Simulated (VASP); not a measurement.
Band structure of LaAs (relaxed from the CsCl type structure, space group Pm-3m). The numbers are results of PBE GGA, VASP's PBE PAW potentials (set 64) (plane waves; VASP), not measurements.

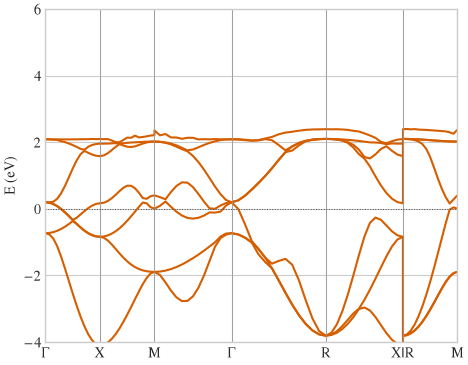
Bands along high-symmetry lines, zero at the valence-band maximum or, without a gap, the Fermi level

**Question.** Read the plot: is there a gap, and where are the band edges?

**Answer.** It has no gap at this level: it comes out as a metal or semimetal. (Edges off the drawn lines would not show.)

The structure was generated: LaAs was put into the CsCl type type (Pm-3m), which need not be its known phase. It was relaxed first, which changed the volume by -31 %.
